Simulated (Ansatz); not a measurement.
Geometry relaxation of LiSi16 (charge +1) (part 2 of 2)

Continued. System: LiSi16 (defect cell, 17 atoms in the cell, total charge +1). Method: DFT PBE-D3(BJ), scalar-relativistic, plane waves, PAW, PAW set soft_1, no spin polarisation (Ansatz 0.2.0); cutoff 420 eV, 2×2×2 k-mesh, Fermi–Dirac smearing of 0.05 eV. It belongs to a series of runs on one base structure; here: end point B relaxed.

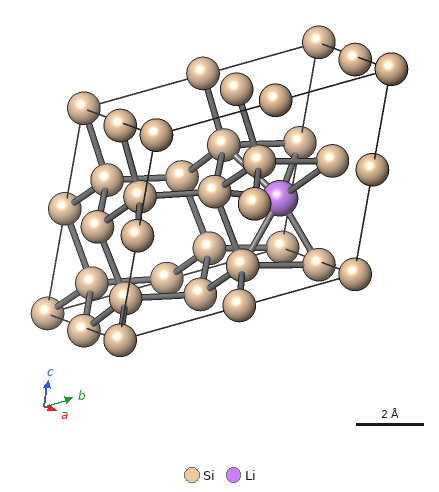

*The geometry at step 5 of the log (ball-and-stick view of the cell of the calculation, seen slightly off an axis).*

```
SCF converged after 6 iterations
Free energy (F): -10388.346530 eV
Harris-Foulkes:  -10388.346530 eV  (|F-HF|=3.72e-9)
Internal energy: -10388.345543 eV  (E = F + TS)
E sigma→0 (E₀):  -10388.346036 eV
Entropy (-TS):   -0.000987 eV (-0.058 meV/atom)
Fermi energy:    6.776812 eV
--- Per-component energies (eV) ---
  E_band       = 8.817849
  E_kinetic    = 665.590087
  E_local      = -518.881289  (includes V_loc(G=0)·N_el)
  E_nonlocal   = 342.777102
  E_hartree    = 165.186173
  E_xc         = -905.095216
  E_vxc        = -766.583504  (∫ρ·V_xc dr)
  E_paw        = -8210.518852  (= ΣΔE_a)
  E_vpaw       = -44.457511  (= ΣTr[D̂ρ^β])
  E_aug_tail   = 0.000859  (compensation charges beyond the density's cutoff)
  E_ewald      = -1921.947170
  E_disp       = -5.457236  (pairwise vdW)
  E_smearing   = -0.000987  (= −TS)
  E_closure    = 0.000000  (closes the sum)
  E_deformation_potential = 13.071136  (in the stress; not in F)
  Σ components = -10388.346530   (vs F -10388.346530, Δ=0.00e0)
--- Forces (eV/Å), atoms counted from 1 ---
  atom   1  Si    -0.00114305    -0.00007487    -0.00093895
  atom   2  Si    -0.00082611     0.00036604    -0.00089153
  atom   3  Si    -0.00109012     0.00100837     0.00098727
  atom   4  Si    -0.00060904     0.00053743     0.00052964
  atom   5  Si    -0.00156930    -0.00145374    -0.00141989
  atom   6  Si    -0.00212761    -0.00212661    -0.00214417
  atom   7  Si    -0.00109427    -0.00092609    -0.00009423
  atom   8  Si    -0.00087390    -0.00092213     0.00040909
  atom   9  Si     0.00090370     0.00072136    -0.00108136
  atom  10  Si     0.00050719     0.00052845    -0.00046384
  atom  11  Si     0.00179040     0.00165649     0.00164963
  atom  12  Si     0.00176879     0.00159237     0.00155193
  atom  13  Si    -0.00005464    -0.00116322    -0.00113078
  atom  14  Si     0.00015188    -0.00075027    -0.00077010
  atom  15  Si     0.00092231    -0.00106925     0.00072067
  atom  16  Si     0.00052606    -0.00048754     0.00054207
  atom  17  Li     0.00283796     0.00258255     0.00256346
  max |Σ_I F_I| component: 2.03e-5 eV/Å
--- Relaxed structure (9 steps of the walk, 9 accepted, 0 SCFs on fresh bases) ---
  F+E_penalty+E_count = -10388.34652996 eV   max|allowed force component| = 2.837e-3 eV/Å
  atoms:
    - { symbol: Si, position: [-0.0033664321416199106, -0.005609578149258313, -0.002424780464787118] }
    - { symbol: Si, position: [0.11887015255352751, 0.12378050377170552, 0.1198000069562811] }
    - { symbol: Si, position: [-0.011186725106343408, -0.001057069629715932, 0.49906759497994047] }
    - { symbol: Si, position: [0.11872381753525321, 0.12358789682722363, 0.6237112530629486] }
    - { symbol: Si, position: [-0.0031900427400954057, 0.49763068093372176, -0.002241892610448326] }
    - { symbol: Si, position: [0.12100782432608198, 0.6218233257312353, 0.12194598112744487] }
    - { symbol: Si, position: [-0.0033650610447425733, 0.49745171569469093, 0.4945129777887407] }
    - { symbol: Si, position: [0.1188682951980955, 0.6196752287055227, 0.6239079303565196] }
    - { symbol: Si, position: [0.49813819492233224, -0.0010496972116397496, -0.010261622236788365] }
    - { symbol: Si, position: [0.6227714728049303, 0.12358697030319193, 0.11966633430459478] }
    - { symbol: Si, position: [0.497933410587144, -0.0012515755034105958, 0.4988746457785913] }
    - { symbol: Si, position: [0.6206591931617156, 0.12145953255889591, 0.6215810806591467] }
    - { symbol: Si, position: [0.4935756427886486, 0.49744975992458595, -0.0024254746669460925] }
    - { symbol: Si, position: [0.6229599989116084, 0.6196837158470192, 0.11980653192382684] }
    - { symbol: Si, position: [0.4981365234739103, 0.48961629131350365, 0.49907323337401643] }
    - { symbol: Si, position: [0.6227726339712658, 0.6195399335040046, 0.6237114279768241] }
    - { symbol: Li, position: [0.3706156507982883, 0.8714109053787242, 0.371533081690095] }
```

**Trajectory as extended XYZ (Å, eV, eV/Å), 9 frames, from step=1 to step=9**
```
17
Lattice="0.0000 5.4300 5.4300 5.4300 0.0000 5.4300 5.4300 5.4300 0.0000" Properties=species:S:1:pos:R:3:forces:R:3 step=1 energy=-10387.35623
Si    0.0000    0.0000    0.0000   -0.1412  -0.0656  -0.1576
Si    1.3575    1.3575    1.3575    0.2674  -1.3833   0.3322
Si    2.7150    2.7150    0.0000    1.6013  -0.4193  -0.4099
Si    4.0725    4.0725    1.3575    0.0645   0.1600   0.1578
Si    2.7150    0.0000    2.7150    0.2150   0.1930   0.1894
Si    4.0725    1.3575    4.0725    0.0471   0.0605   0.0627
Si    5.4300    2.7150    2.7150   -0.1447  -0.1590  -0.0654
Si    6.7875    4.0725    4.0725    0.2948   0.3525  -1.4501
Si    0.0000    2.7150    2.7150   -0.2583  -0.2071   1.1249
Si    1.3575    4.0725    4.0725    0.1469   0.1333   0.0658
Si    2.7150    5.4300    2.7150   -0.0649  -0.0505  -0.0484
Si    4.0725    6.7875    4.0725   -0.1741  -0.1973  -0.2006
Si    2.7150    2.7150    5.4300   -0.0656  -0.1329  -0.1350
Si    4.0725    4.0725    6.7875   -1.0284   0.1691   0.1765
Si    5.4300    5.4300    5.4300   -0.2827   1.1769  -0.2225
Si    6.7875    6.7875    6.7875    0.1504   0.0658   0.1346
Li    6.1770    3.3870    6.0906   -0.6274   0.3039   0.4455
17
Lattice="0.0000 5.4300 5.4300 5.4300 0.0000 5.4300 5.4300 5.4300 0.0000" Properties=species:S:1:pos:R:3:forces:R:3 step=2 energy=-10387.69583
Si    0.0036   -0.0093    0.0026    0.0686   0.0282   0.0824
Si    1.3799    1.3106    1.3824    0.1377  -0.4565   0.1257
Si    2.7627    2.6881   -0.0265    0.5512  -0.1896  -0.1908
Si    4.0803    4.0688    1.3537   -0.0246  -0.0818  -0.0799
Si    2.7729    0.0514    2.7658   -0.0345  -0.0264  -0.0247
Si    4.1120    1.3971    4.1122    0.0302   0.0222   0.0209
Si    5.4335    2.7177    2.7060    0.0710   0.0831   0.0288
Si    6.8105    4.0978    4.0256    0.1470   0.1373  -0.4914
Si   -0.0234    2.6930    2.7599   -0.1034  -0.1167   0.3148
Si    1.3542    4.0679    4.0810   -0.0755  -0.0639  -0.0205
Si    2.6739    5.3899    2.6749   -0.0193  -0.0271  -0.0282
Si    4.0216    6.7319    4.0158    0.0199   0.0299   0.0309
Si    2.7064    2.7183    5.4331    0.0253   0.0649   0.0667
Si    4.0306    4.0921    6.8073   -0.2915   0.0859   0.0836
Si    5.4058    5.4759    5.4076   -0.1101   0.3377  -0.1248
Si    6.7843    6.7962    6.7829   -0.0779  -0.0210  -0.0644
Li    6.1682    3.3996    6.1065   -0.3140   0.1939   0.2710
17
Lattice="0.0000 5.4300 5.4300 5.4300 0.0000 5.4300 5.4300 5.4300 0.0000" Properties=species:S:1:pos:R:3:forces:R:3 step=3 energy=-10387.76810
Si    0.0264   -0.0094    0.0256    0.0173  -0.0062   0.0197
Si    1.4095    1.2893    1.4082   -0.0340   0.0142  -0.0794
Si    2.7866    2.6564   -0.0586   -0.0522   0.0349   0.0286
Si    4.0804    4.0422    1.3271    0.0175  -0.0275  -0.0272
Si    2.8139    0.0894    2.8033    0.0035   0.0115   0.0126
Si    4.1522    1.4340    4.1486    0.0478   0.0473   0.0473
Si    5.4568    2.7412    2.7057    0.0189   0.0210  -0.0062
Si    6.8402    4.1243    4.0037   -0.0384  -0.0783   0.0176
Si   -0.0509    2.6624    2.7788    0.0350  -0.0031  -0.0104
Si    1.3306    4.0444    4.0798   -0.0174  -0.0157   0.0170
Si    2.6347    5.3472    2.6316   -0.0458  -0.0462  -0.0463
Si    3.9812    6.6878    3.9712   -0.0153  -0.0081  -0.0069
Si    2.7074    2.7387    5.4535   -0.0067   0.0098   0.0100
Si    4.0127    4.1181    6.8327   -0.0285  -0.0383  -0.0439
Si    5.3782    5.4954    5.3764    0.0411  -0.0186  -0.0033
Si    6.7603    6.7952    6.7591   -0.0189   0.0170  -0.0169
Li    6.1566    3.4306    6.1439    0.0763   0.0865   0.0879
17
Lattice="0.0000 5.4300 5.4300 5.4300 0.0000 5.4300 5.4300 5.4300 0.0000" Properties=species:S:1:pos:R:3:forces:R:3 step=4 energy=-10387.83868
Si    0.0279   -0.0126    0.0247   -0.0059   0.0320  -0.0087
Si    1.4075    1.2907    1.4026   -0.0736   0.0567  -0.0862
Si    2.7898    2.6430   -0.0726   -0.1963  -0.0117  -0.0137
Si    4.0817    4.0273    1.3119    0.0239  -0.0129  -0.0133
Si    2.8123    0.0909    2.8050    0.0079   0.0065   0.0060
Si    4.1569    1.4374    4.1517    0.0012   0.0019   0.0022
Si    5.4582    2.7405    2.7020   -0.0062  -0.0086   0.0315
Si    6.8378    4.1186    4.0050   -0.0760  -0.0871   0.0616
Si   -0.0657    2.6450    2.7833   -0.0246  -0.0359  -0.1554
Si    1.3169    4.0290    4.0783   -0.0126  -0.0151   0.0212
Si    2.6077    5.3184    2.6028    0.0133   0.0140   0.0139
Si    3.9532    6.6619    3.9460    0.0059   0.0040   0.0040
Si    2.7057    2.7385    5.4531    0.0330  -0.0062  -0.0066
Si    4.0115    4.1164    6.8307    0.0237  -0.0696  -0.0709
Si    5.3641    5.4993    5.3592   -0.0214  -0.1608  -0.0347
Si    6.7467    6.7939    6.7434   -0.0123   0.0213  -0.0153
Li    6.2649    3.5487    6.2636    0.3201   0.2716   0.2644
17
Lattice="0.0000 5.4300 5.4300 5.4300 0.0000 5.4300 5.4300 5.4300 0.0000" Properties=species:S:1:pos:R:3:forces:R:3 step=5 energy=-10387.96905
Si    0.0202   -0.0163    0.0163   -0.0191   0.0206  -0.0237
Si    1.3959    1.2898    1.3881   -0.0568   0.1063  -0.0412
Si    2.7791    2.6373   -0.0787   -0.2095  -0.0596  -0.0580
Si    4.0785    4.0204    1.3049    0.0025  -0.0099  -0.0105
Si    2.8017    0.0814    2.7955   -0.0214  -0.0239  -0.0248
Si    4.1493    1.4301    4.1445   -0.0421  -0.0429  -0.0430
Si    5.4504    2.7321    2.6983   -0.0203  -0.0244   0.0198
Si    6.8259    4.1042    4.0041   -0.0561  -0.0426   0.1078
Si   -0.0718    2.6367    2.7736   -0.0732  -0.0623  -0.2022
Si    1.3098    4.0214    4.0746   -0.0153  -0.0185  -0.0011
Si    2.6035    5.3145    2.5988    0.0533   0.0512   0.0509
Si    3.9492    6.6588    3.9431    0.0028   0.0011   0.0014
Si    2.7021    2.7308    5.4452    0.0229  -0.0162  -0.0167
Si    4.0091    4.1045    6.8185    0.1050  -0.0498  -0.0478
Si    5.3584    5.4892    5.3508   -0.0735  -0.2019  -0.0609
Si    6.7396    6.7902    6.7358   -0.0143  -0.0010  -0.0181
Li    6.3762    3.6620    6.3771    0.4157   0.3744   0.3687
17
Lattice="0.0000 5.4300 5.4300 5.4300 0.0000 5.4300 5.4300 5.4300 0.0000" Properties=species:S:1:pos:R:3:forces:R:3 step=6 energy=-10388.12284
Si    0.0126   -0.0178    0.0079   -0.0377  -0.0230  -0.0390
Si    1.3826    1.2937    1.3750   -0.0173   0.0782   0.0062
Si    2.7575    2.6299   -0.0862   -0.1239  -0.0428  -0.0397
Si    4.0736    4.0138    1.2982   -0.0193  -0.0212  -0.0213
Si    2.7907    0.0705    2.7846   -0.0650  -0.0599  -0.0591
Si    4.1399    1.4209    4.1354   -0.0745  -0.0781  -0.0789
Si    5.4427    2.7236    2.6967   -0.0381  -0.0394  -0.0233
Si    6.8126    4.0909    4.0081   -0.0155   0.0052   0.0746
Si   -0.0804    2.6280    2.7533   -0.0425  -0.0239  -0.1550
Si    1.3027    4.0137    4.0690   -0.0258  -0.0253  -0.0201
Si    2.6062    5.3175    2.6019    0.0871   0.0828   0.0824
Si    3.9501    6.6603    3.9448   -0.0107  -0.0021  -0.0007
Si    2.7008    2.7233    5.4376   -0.0227  -0.0367  -0.0368
Si    4.0120    4.0917    6.8057    0.1060  -0.0102  -0.0074
Si    5.3500    5.4688    5.3423   -0.0455  -0.1502  -0.0237
Si    6.7327    6.7847    6.7282   -0.0254  -0.0202  -0.0249
Li    6.4908    3.7735    6.4881    0.3724   0.3684   0.3682
17
Lattice="0.0000 5.4300 5.4300 5.4300 0.0000 5.4300 5.4300 5.4300 0.0000" Properties=species:S:1:pos:R:3:forces:R:3 step=7 energy=-10388.25410
Si    0.0005   -0.0219   -0.0045   -0.0380  -0.0149  -0.0348
Si    1.3687    1.2996    1.3632   -0.0295   0.0034  -0.0422
Si    2.7358    2.6249   -0.0909   -0.0920   0.0281   0.0265
Si    4.0651    4.0100    1.2944    0.0155  -0.0225  -0.0222
Si    2.7699    0.0487    2.7627   -0.0620  -0.0540  -0.0526
Si    4.1177    1.3986    4.1130   -0.0557  -0.0565  -0.0567
Si    5.4304    2.7111    2.6925   -0.0369  -0.0341  -0.0149
Si    6.7988    4.0790    4.0136   -0.0310  -0.0419   0.0063
Si   -0.0855    2.6246    2.7292    0.0186   0.0079  -0.0689
Si    1.2984    4.0092    4.0601   -0.0162  -0.0147   0.0174
Si    2.6234    5.3347    2.6191    0.0762   0.0742   0.0741
Si    3.9603    6.6700    3.9543    0.0350   0.0433   0.0444
Si    2.6972    2.7114    5.4258   -0.0153  -0.0425  -0.0420
Si    4.0205    4.0783    6.7926   -0.0145  -0.0319  -0.0337
Si    5.3446    5.4450    5.3389    0.0211  -0.0718   0.0089
Si    6.7285    6.7758    6.7237   -0.0173   0.0170  -0.0155
Li    6.6028    3.8880    6.6030    0.2432   0.2121   0.2074
17
Lattice="0.0000 5.4300 5.4300 5.4300 0.0000 5.4300 5.4300 5.4300 0.0000" Properties=species:S:1:pos:R:3:forces:R:3 step=8 energy=-10388.34161
Si   -0.0335   -0.0292   -0.0386   -0.0096  -0.0068  -0.0096
Si    1.3331    1.2967    1.3278   -0.0065   0.0073  -0.0083
Si    2.7104    2.6434   -0.0723   -0.0190   0.0034   0.0032
Si    4.0594    4.0256    1.3100   -0.0022  -0.0002  -0.0002
Si    2.7087   -0.0112    2.7030   -0.0199  -0.0195  -0.0194
Si    4.0570    1.3374    4.0517   -0.0143  -0.0139  -0.0139
Si    5.3965    2.6771    2.6851   -0.0094  -0.0094  -0.0069
Si    6.7631    4.0435    4.0109   -0.0068  -0.0084   0.0079
Si   -0.0674    2.6430    2.7051    0.0010  -0.0007  -0.0137
Si    1.3148    4.0254    4.0542    0.0009   0.0011  -0.0016
Si    2.6840    5.3947    2.6790    0.0186   0.0189   0.0190
Si    4.0166    6.7272    4.0116    0.0182   0.0189   0.0190
Si    2.6901    2.6770    5.3913   -0.0066  -0.0107  -0.0107
Si    4.0165    4.0432    6.7575    0.0037  -0.0063  -0.0065
Si    5.3627    5.4207    5.3573    0.0015  -0.0143  -0.0004
Si    6.7448    6.7699    6.7397    0.0008  -0.0017   0.0009
Li    6.7203    4.0026    6.7172    0.0502   0.0426   0.0415
17
Lattice="0.0000 5.4300 5.4300 5.4300 0.0000 5.4300 5.4300 5.4300 0.0000" Properties=species:S:1:pos:R:3:forces:R:3 step=9 energy=-10388.34653
Si   -0.0436   -0.0314   -0.0487   -0.0011  -0.0001  -0.0009
Si    1.3226    1.2960    1.3176   -0.0008   0.0004  -0.0009
Si    2.7042    2.6492   -0.0665   -0.0011   0.0010   0.0010
Si    4.0578    4.0314    1.3158   -0.0006   0.0005   0.0005
Si    2.6900   -0.0295    2.6848   -0.0016  -0.0015  -0.0014
Si    4.0387    1.3192    4.0336   -0.0021  -0.0021  -0.0021
Si    5.3864    2.6669    2.6829   -0.0011  -0.0009  -0.0001
Si    6.7527    4.0333    4.0103   -0.0009  -0.0009   0.0004
Si   -0.0614    2.6492    2.6992    0.0009   0.0007  -0.0011
Si    1.3209    4.0314    4.0527    0.0005   0.0005  -0.0005
Si    2.7021    5.4127    2.6970    0.0018   0.0017   0.0016
Si    4.0347    6.7454    4.0297    0.0018   0.0016   0.0016
Si    2.6880    2.6669    5.3813   -0.0001  -0.0012  -0.0011
Si    4.0154    4.0332    6.7476    0.0002  -0.0008  -0.0008
Si    5.3686    5.4148    5.3635    0.0009  -0.0011   0.0007
Si    6.7509    6.7684    6.7458    0.0005  -0.0005   0.0005
Li    6.7492    4.0299    6.7442    0.0028   0.0026   0.0026
```

This output came from the following input.

**The input**
```yaml
crystal:
  lattice:
    - [0.0, 5.43, 5.43]
    - [5.43, 0.0, 5.43]
    - [5.43, 5.43, 0.0]
  atoms:
    - { symbol: Si, position: [0.0, 0.0, 0.0] }
    - { symbol: Si, position: [0.125, 0.125, 0.125] }
    - { symbol: Si, position: [0.0, 0.0, 0.5] }
    - { symbol: Si, position: [0.125, 0.125, 0.625] }
    - { symbol: Si, position: [0.0, 0.5, 0.0] }
    - { symbol: Si, position: [0.125, 0.625, 0.125] }
    - { symbol: Si, position: [0.0, 0.5, 0.5] }
    - { symbol: Si, position: [0.125, 0.625, 0.625] }
    - { symbol: Si, position: [0.5, 0.0, 0.0] }
    - { symbol: Si, position: [0.625, 0.125, 0.125] }
    - { symbol: Si, position: [0.5, 0.0, 0.5] }
    - { symbol: Si, position: [0.625, 0.125, 0.625] }
    - { symbol: Si, position: [0.5, 0.5, 0.0] }
    - { symbol: Si, position: [0.625, 0.625, 0.125] }
    - { symbol: Si, position: [0.5, 0.5, 0.5] }
    - { symbol: Si, position: [0.625, 0.625, 0.625] }
    - { symbol: Li, position: [0.30392455, 0.81772854, 0.31983831] }
total_charge: 1
basis:
  ecutwfc: 420.0
kpoints:
  mp_grid: { grid: [2, 2, 2] }
hamiltonian:
  xc: pbe
  dispersion: d3bj
  pseudopotentials: { kind: paw, azcp: { folder: soft_1 } }
scf:
  occupations: { method: fermi_dirac, width: 0.05 }
  lower_state_search: "off"
relax:
  f_tol: 0.03
  max_steps: 60
  adjacent_minimum: "off"
```

Run as:
```bash
ansatz run input.yaml --threads 1 --pin off --max-ram 3072MiB --backend cpu --events-out ev --progress --plain --runs-dir out
```

**Key numbers**

| quantity | value |
| --- | --- |
| outcome | converged |
| electrons treated | 66 |
| free energy | −10388.3465 eV |
| Fermi energy | 6.777 eV |
| final volume | 320.21 Å³ |
| largest force (length of the vector) at the end | 0.005 eV/Å |
| hardware | 1 thread of Arm Neoverse V2, 24 GiB of memory available, shared host |
| wall time | 37 s |
| peak memory | 0.51 GiB |

The cell is charged and computed with a neutralising background, so its energy and pressure depend on the cell and aren't those of a real crystal. The k-point mesh is coarse for a cell of this size, so the results may not be converged.
